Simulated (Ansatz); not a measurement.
## Single-point calculation of SiSbNH6

System: SiSbNH6, SMILES [NH2][SbH][SiH3].
Method: RKS PBE-D4/def2-TZVPP (Ansatz 0.2.0).

The geometry comes from this level: PBE0-D4/def2-TZVP. Figures and captions count atoms from 1; the log counts them from 0 in places.

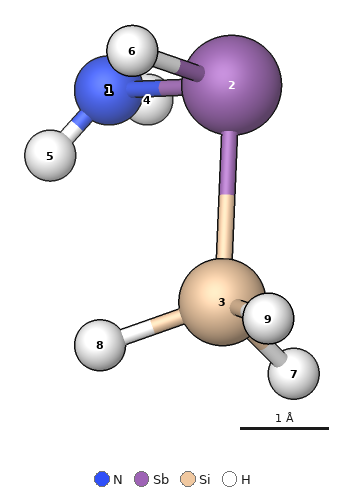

Fig. 1: The structure (ball-and-stick view, seen at an oblique angle; atoms are numbered from 1 in the order of the input). Sticks mark near contacts. Bond lengths as drawn: H–N 1.01 Å, H–Sb 1.71 Å, H–Si 1.49 Å, N–Sb 2.05 Å and Sb–Si 2.59 Å.

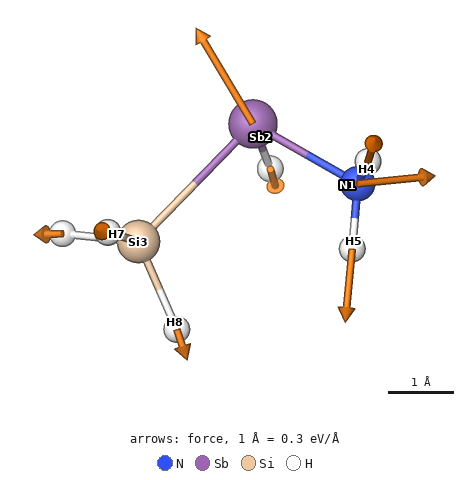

Fig. 2: Forces on the atoms as orange arrows (ball-and-stick view, seen at an oblique angle; atoms are numbered from 1 in the order of the input); the smallest are left out. The largest act on Sb2 (0.52 eV/Å); N1 (0.41 eV/Å); H5 (0.35 eV/Å); H4 (0.34 eV/Å), among others. The geometry is not a stationary point of this energy.

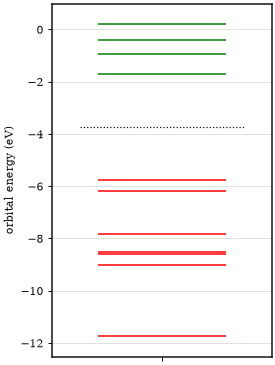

Fig. 3: Orbital energies near the frontier; the dotted line parts filled from empty levels, and levels within 0.02 eV of each other stand side by side. Highest filled −5.78 eV, lowest empty −1.69 eV, 4.09 eV apart.

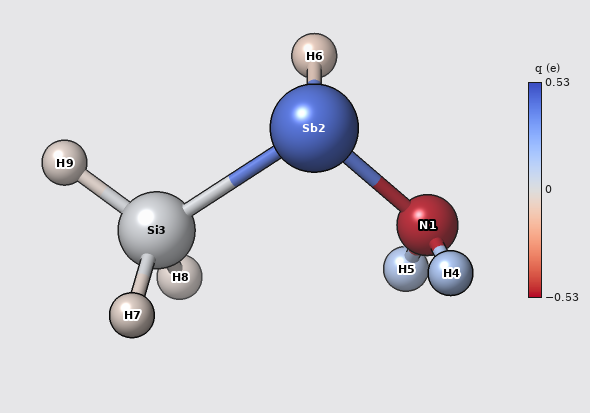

Fig. 4: Mulliken charges, as the colour of each atom (ball-and-stick view, seen at a tilt; atoms are numbered from 1 in the order of the input). By element: N −0.50, Sb +0.41, Si +0.02 and H −0.09 to +0.15 e.

The input that produced these results follows, with the program's output.

The input
```yaml
crystal:
  periodic: [false, false, false]
  atoms:
    - {symbol: N, position_ang: [-0.047893, 0.620329, -1.934282]}
    - {symbol: Sb, position_ang: [1.099091, 0.995960, -0.282279]}
    - {symbol: Si, position_ang: [0.038665, -0.747715, 1.308754]}
    - {symbol: H, position_ang: [0.432534, -0.005784, -2.568289]}
    - {symbol: H, position_ang: [-0.950082, 0.214169, -1.720087]}
    - {symbol: H, position_ang: [0.035457, 2.193843, 0.320123]}
    - {symbol: H, position_ang: [0.618994, -2.091661, 1.038719]}
    - {symbol: H, position_ang: [-1.432430, -0.825300, 1.086466]}
    - {symbol: H, position_ang: [0.293964, -0.400243, 2.733775]}
basis:
  gaussian: {orbitals: def2-TZVPP}
hamiltonian: {xc: pbe, dispersion: d4}
output: {forces: true, orbitals: {seedname: orbitals}}
```

Log
```
Functional definition: PBE
  name "PBE"
  cite "Perdew, Burke & Ernzerhof, Phys. Rev. Lett. 77, 3865 (1996) doi:10.1103/PhysRevLett.77.3865"
  parent pbe
  parameter kappa = 0.804
  parameter beta = 0.06672455060314922
  exchange = pbe_x(kappa = kappa, mu = beta*pi^2/3)
  correlation = pbe_c(beta = beta)
1180 factors; their error is unknown
mean field evaluation 1: about -15986.6487 eV, gradient 7.4e1 eV
mean field evaluation 2: about -15906.9527 eV, gradient 1.5e2 eV
mean field evaluation 4: about -15996.8436 eV, gradient 1.9e1 eV
mean field evaluation 8: about -15997.6761 eV, gradient 1.4e-1 eV
mean field evaluation 16: about -15997.6471 eV, gradient 7.5e-3 eV
mean field -15997.64708463 eV, -587.9026867654 hartree, gradient 3.8e-5 eV, S^2 0.000000; 0 other end points of the search recorded, 0 dependent functions left out
the calculation of the forces begins
reference -15997.64712937 eV, -587.9026884096 hartree; 25, 25 occupied and 182, 182 virtual orbitals, 1180 factors
Total energy: -15997.84408083 eV, -587.9099262422 hartree
Atom 0 at    -0.047893     0.620329    -1.934282 Å, force    -0.115686     0.325786    -0.229539 eV/Å
Atom 1 at     1.099091     0.995960    -0.282279 Å, force     0.502062     0.015990     0.146524 eV/Å
Atom 2 at     0.038665    -0.747715     1.308754 Å, force     0.002222     0.033168     0.004685 eV/Å
Atom 3 at     0.432534    -0.005784    -2.568289 Å, force     0.160563    -0.229543    -0.198798 eV/Å
Atom 4 at    -0.950082     0.214169    -1.720087 Å, force    -0.304178    -0.157210     0.068099 eV/Å
Atom 5 at     0.035457     2.193843     0.320123 Å, force    -0.163110     0.151669     0.085603 eV/Å
Atom 6 at     0.618994    -2.091661     1.038719 Å, force     0.056538    -0.138784    -0.024353 eV/Å
Atom 7 at    -1.432430    -0.825300     1.086466 Å, force    -0.153965    -0.018997    -0.014262 eV/Å
Atom 8 at     0.293964    -0.400243     2.733775 Å, force     0.015554     0.017921     0.162041 eV/Å
Dipole moment:     0.045314    -0.176691    -0.041807 e Å
```

Results in brief

```tsv
quantity	value
outcome	converged
total energy	−15997.8441 eV
mean-field energy	−15997.6471 eV
dispersion energy	−0.1970 eV
SCF solution under orbital rotations	stable
HOMO	−5.78 eV
LUMO	−1.69 eV
largest force (length of the vector)	0.523 eV/Å
dipole moment	0.90 D
hardware	4 CPU threads, shared host
wall time	1.7 s (CPU time 5.4 s)
peak memory	0.25 GiB
```
